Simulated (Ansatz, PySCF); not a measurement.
AlH3 (SMILES [AlH3]) and CH5N (SMILES CN) are pulled apart as rigid monomers along the line of their centres of mass, from the B3LYP-D3(BJ)/def2-TZVP minimum. Starting geometry (charge 0, multiplicity 1):
```xyz
11

Al    -0.3276     0.5959     1.6706
H     -0.7549    -0.8657     1.1855
H      0.9299     1.2723     0.9526
H     -1.4915     1.5632     2.1841
C     -0.3838    -0.5551     4.4281
N      0.5337     0.1141     3.4766
H     -1.2301     0.1031     4.6125
H      0.1073    -0.7941     5.3722
H     -0.7534    -1.4684     3.9667
H      0.9000     0.9699     3.8852
H      1.3385    -0.4780     3.2896
```

Interaction energies with rigid monomers; basis-set methods are counterpoise corrected unless marked otherwise.

The values were computed with Ansatz (Gaussian orbitals); PySCF for the dispersion terms. Each number belongs to the level named beside it.

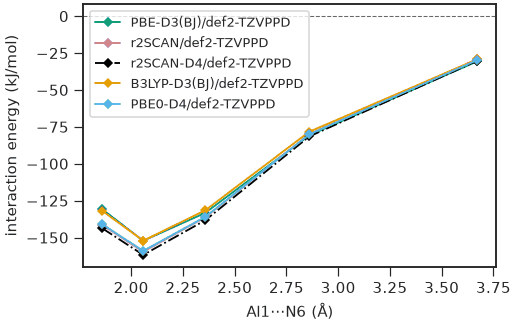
Figure. Interaction energy against separation

Question: Which level binds most strongly at Al1···N6 = 2.06, and by how much?

Answer: r2SCAN-D4/def2-TZVPPD, -162 kJ/mol.

Ansatz is a program for electronic structure.
